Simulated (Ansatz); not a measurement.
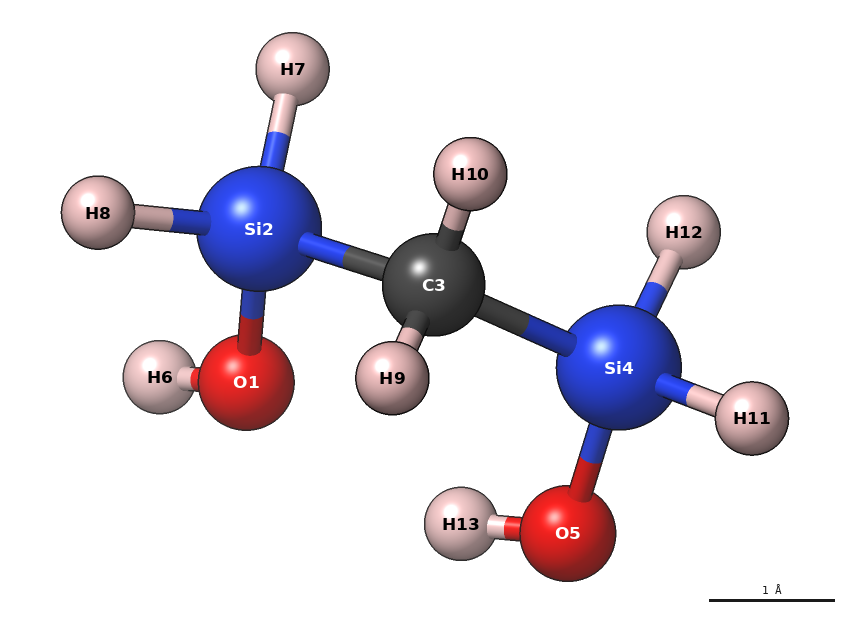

Atoms carry their numbers in the input. Computed geometry: PBE0-D4/def2-TZVP optimisation. No frequency run is at hand to confirm it as a minimum.

Which atoms are bonded, and how long are the bonds?

```
   bond  length (Å)   order
 O1–Si2       1.666  single
  O1–H6       0.958  single
 Si2–C3       1.853  single
 Si2–H7       1.489  single
 Si2–H8       1.489  single
 C3–Si4       1.875  single
  C3–H9       1.095  single
 C3–H10       1.096  single
 Si4–O5       1.643  single
Si4–H11       1.484  single
Si4–H12       1.492  single
 O5–H13       0.965  single
```
